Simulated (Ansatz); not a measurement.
CH$_{3}$NOSn

Input

```
crystal:
  periodic: [false, false, false]
  atoms:
    - {symbol: N, position_ang: [-0.654906, -2.275669, -0.592578]}
    - {symbol: C, position_ang: [-0.290446, -1.288635, -0.023513]}
    - {symbol: O, position_ang: [0.193888, -0.348724, 0.475284]}
    - {symbol: Sn, position_ang: [0.090132, 2.149433, -0.217953]}
    - {symbol: H, position_ang: [-1.547132, -2.734237, -0.569989]}
    - {symbol: H, position_ang: [0.461480, 2.482300, 1.479835]}
    - {symbol: H, position_ang: [1.808185, 1.947532, -0.596786]}
basis:
  gaussian: {orbitals: def2-TZVPP}
hamiltonian: {xc: pbe0, dispersion: d4}
output: {orbitals: {seedname: orbitals}}
```

Command:

```sh
ansatz run in.yaml --threads 2 --pin off --events-out ev --progress --plain --max-ram 4352MiB
```

Geometry: PBE0-D4/def2-TZVP; core potentials replace the inner electrons of Sn.

These are results of RKS PBE0-D4/def2-TZVPP (Ansatz), not measurements.

**What will maps of the electron density and electron localisation function show?**

C–O (1.17 Å): ρ at the midpoint is about 3.6 e/Å³; the ELF peaks at about 0.85 between the atoms; a multiple bond.
C–N (1.20 Å): ρ is about 3.2 e/Å³ halfway; the ELF peaks at about 0.85 between the atoms (a short, multiple covalent bond).
N–H (1.00 Å): the density is about 2.9 e/Å³ at the midpoint; the ELF climbs to about 1 towards the hydrogen, as it does in any bond to H (an ordinary covalent bond to hydrogen).

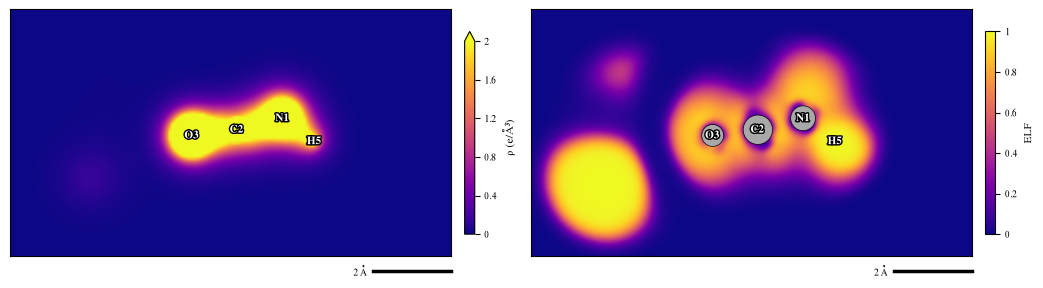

Computed electron density and electron localisation function on the plane of atoms C2, N1 and H5, in this order. Grey discs cover the atomic cores in the ELF map. 
